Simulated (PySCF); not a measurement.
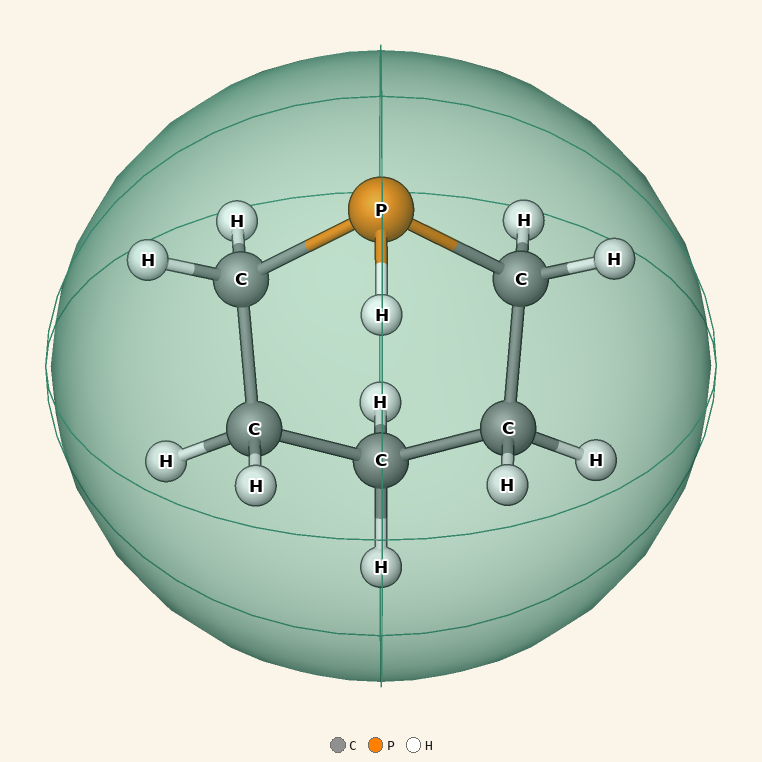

The ellipsoid shows the static dipole polarisability: its half-axes are proportional to the principal values. Computed geometry: GFN2-xTB optimisation. No frequency run is at hand to confirm it as a minimum. Computed with CAM-B3LYP/def2-SVPD (PySCF 2.14.0).

**Give the principal values, the mean and the anisotropy.**

Principal values 71.8, 85.2, 87.0 bohr³; mean 81.3 bohr³ (12.05 Å³); anisotropy 14.4 bohr³, so the longest axis is 1.21 times the shortest.

The geometry is semi-empirical. Around P such bond lengths and angles can be off by a tenth of an ångström or more and by several degrees, and values that hang on the shape move with them.
